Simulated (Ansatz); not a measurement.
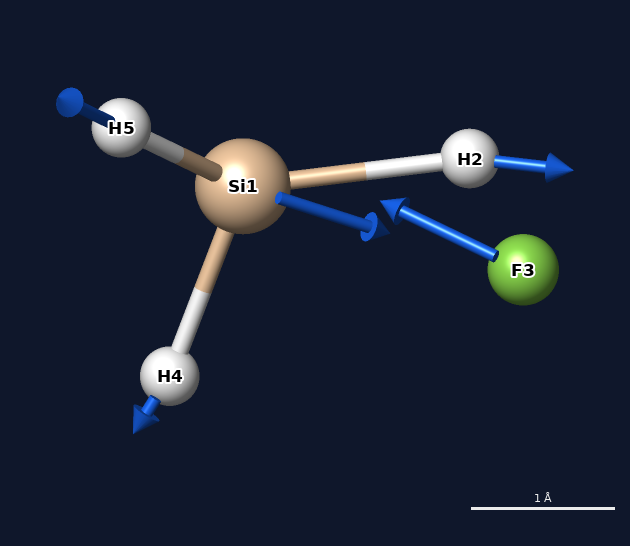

Arrows show the forces on the atoms, 0.9 Å of arrow for 1 eV/Å; forces under a tenth of the largest aren't drawn. Level of theory: PBE0-D4/def2-TZVPP (Ansatz 0.2.0).

Along which bond is the force strongest?

Answer. Si1–H5, now 1.449 Å: the forces push its atoms apart, so a first step downhill lengthens it.

List the force components in the frame of the picture (x right, y up, z towards the viewer), in eV/Å.

| atom | Fx | Fy | Fz |
| --- | --- | --- | --- |
| Si1 | 0.87 | −0.28 | −0.53 |
| H2 | 0.61 | −0.07 | 0.14 |
| F3 | −0.91 | 0.44 | −0.34 |
| H4 | −0.18 | −0.28 | −0.06 |
| H5 | −0.40 | 0.20 | 0.79 |
